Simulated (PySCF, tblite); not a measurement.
**C4H7BFO2 radical: geometry, infrared bands and EPR parameters**

Aim: predict the infrared bands and EPR parameters of C4H7BFO2 radical (`CC[C@@H]1O[B]O[C@@H]1F`).

The runs use tblite 0.8.0 and PySCF 2.14.0, with density-fitted response routines of our own; the level of theory stands in each step. All values are computed, except where a source is named. Atoms count from 0, in the outputs and in this text.

**1. Starting geometry**

15 atoms, charge 0, multiplicity 2; geometry from: force field or distance geometry start.

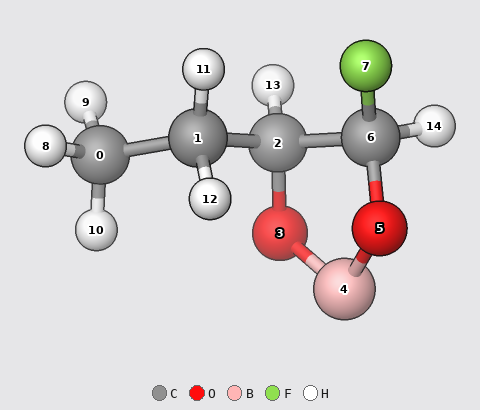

The starting geometry (carbon grey, oxygen red, boron pink, fluorine green, hydrogen white), atoms numbered; sticks join atoms by distance.

**2. Geometry optimisation with GFN2-xTB**

What the job is given:

```
{"job": {"kind": "relax", "xc": "GFN2-xTB", "basis": "xTB"}, "charge": 0, "multiplicity": 2}
C      2.000300     0.242000     0.094800
C      0.642300    -0.386100     0.326800
C     -0.392200     0.083100    -0.643900
O     -0.553100     1.464900    -0.544500
B     -1.613100     1.611000     0.487000
O     -2.060600     0.299500     0.934000
C     -1.718600    -0.483200    -0.176900
F     -1.587200    -1.830800     0.187400
H      2.710700    -0.209100     0.827900
H      2.358800     0.018600    -0.908000
H      1.934000     1.315500     0.322000
H      0.655600    -1.501400     0.338000
H      0.303000    -0.042000     1.357700
H     -0.158200    -0.208500    -1.691300
H     -2.526200    -0.365600    -0.933000
```

Command:

```console
$ OMP_NUM_THREADS=1 python probes_run.py task.json out
```

The driver reads the jobs from task.json and runs them one after another.

**Question.** This job is followed by: GFN2-xTB harmonic vibrations, gas phase; UKS B3LYP, pcH-1 on B C F H O, non-relativistic, mean-field spin-orbit, GIAO. Predict these results of the whole session: strongest single infrared mode (GFN2-xTB); zero-point energy (GFN2-xTB); g(iso) (B3LYP); ⟨S²⟩; largest a(iso) (averaged by class); surface potential, least and greatest.

The runs gave:

```
                                 quantity                  value
strongest single infrared mode (GFN2-xTB)  1042 cm⁻¹, 143 km/mol
             zero-point energy (GFN2-xTB)          71.2 kcal/mol
                           g(iso) (B3LYP)                2.00171
                                     ⟨S²⟩     0.752 (exact 0.75)
       largest a(iso) (averaged by class)   11B on B4, 796.2 MHz
    surface potential, least and greatest     -1.13 V and 1.40 V
```

**Reading.** The optimisation took 68 steps and gained 0.965 eV; among the close pairs (by a distance rule), O3–B4 changed most, from 1.486 to 1.343 Å. No mode is imaginary among the 39: a minimum at this level. The strongest single mode, at 1042 cm⁻¹, is spread over several atoms, B4, H14, C6, O5 among them. Unscaled tight-binding wavenumbers are off by several per cent, some by more. Its intensities can rank the bands wrongly. B4 carries the largest spin population, 0.96 e. The isotropic g lies 0.6 ppt below the free-electron value.
